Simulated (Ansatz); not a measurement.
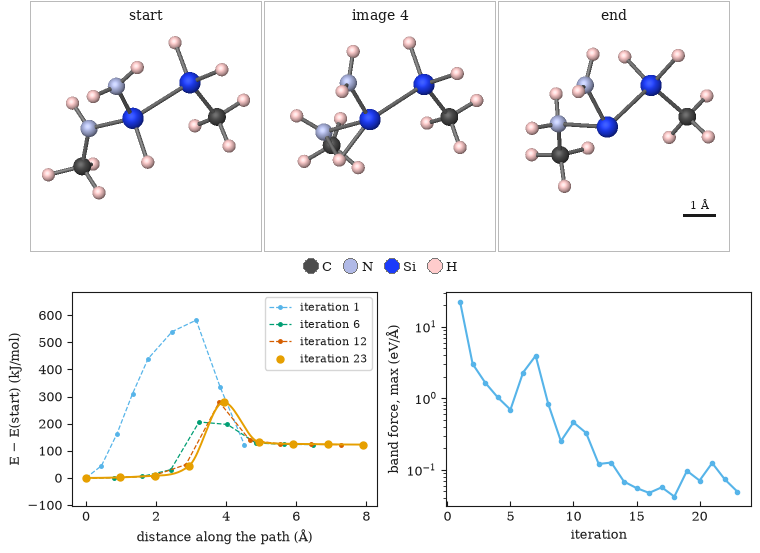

A nudged-elastic-band calculation for C$_{2}$H$_{12}$N$_{2}$Si$_{2}$. Images are numbered from 0 (start) to 8 (end). The plot follows the band through its iterations. Style: ball-and-stick. Shown from a free direction.

All numbers below come from RKS PBE0/6-31G* in Ansatz 0.2.0. Run with 7 movable images; climbing image; force threshold 0.05 eV/Å; iteration limit 60; starting path through a guess of the saddle point.

Question: Judge this run.

Answer: The result is final at these settings. The band converged in 23 iterations. The largest component of the band force went from 22 to 0.05 eV/Å. The climbing image converged on the top of the path. Its vibrational analysis gives one imaginary mode (1533i cm⁻¹), as a transition state must have. The first iteration put the highest image at 581.6 kJ/mol. The highest point, image 4, lies 279.0 kJ/mol above the start and 156.0 kJ/mol above the end; the end is at +123.0 kJ/mol relative to the start.

Cost: 7.4 min on 2 threads of Intel(R) Xeon(R) 6975P-C (Granite Rapids), with other jobs on the host, peak memory 0.36 GiB.
